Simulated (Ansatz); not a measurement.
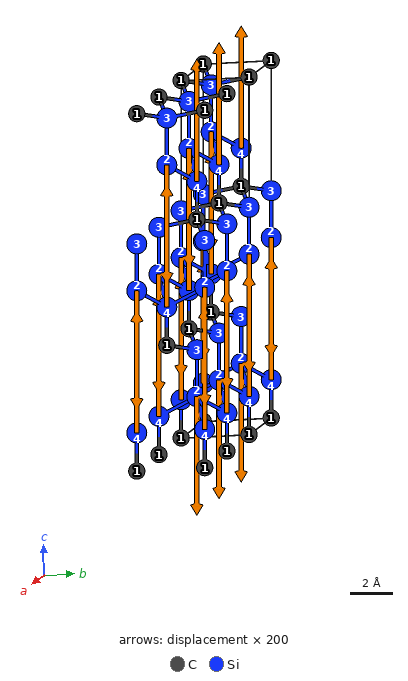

This is a relaxation of crystalline Si3C (a generated structure, set up in R3m). The starting structure is drawn; orange arrows show the displacements (the part carried along by the change of the cell is left out), 200 times their true length.

A ball-and-stick model of the conventional cell (3 times the calculation's cell), repeated 3 × 1 × 1 with one cell outlined, seen slightly off an axis. Lengths and directions refer to the drawn axes.

The calculation used DFT, r2SCAN, plane waves, PAW in Ansatz 0.2.0. (plane-wave cutoff 500 eV; k-point mesh 8 × 8 × 8; occupations fermi dirac; smearing width 0.02 eV; no spin polarisation; cell and atoms relaxed; force threshold 0.005 eV/Å)

### What happened in the run?

The atom that moves furthest relative to the cell is Si4 (0.031 Å along +c). Largest moves by element: Si 0.031 Å, C 0.005 Å. The drawn cell changes as follows: a = b 3.362 → 3.397 Å (+1.1 %), c 17.922 → 17.613 Å (−1.7 %); the volume changes by +0.4 %. Some distances before and after: Si2–Si4 2.255 → 2.233 Å, C1–Si3 2.019 → 2.039 Å, Si2–Si3 2.354 → 2.338 Å, C1–Si4 1.917 → 1.910 Å. Bond angles that change, for instance: Si4–Si2–Si4 96.4° → 99.1°, Si3–Si2–Si4 120.6° → 118.5°, C1–Si4–Si2 120.6° → 118.5°. The space group stays R3m (No. 160). After 8 accepted moves (9 points after the start) the energy has fallen by 3.0 meV per atom. Largest force component: 0.17 eV/Å at the start, 0.0026 eV/Å at the end. Pressure: −1.81 GPa at the start and −0.02 GPa at the end. The SCF was repeated once at an unchanged geometry on a basis and grid sized afresh for the cell, which shifted the energy by less than 0.05 meV per atom at most.
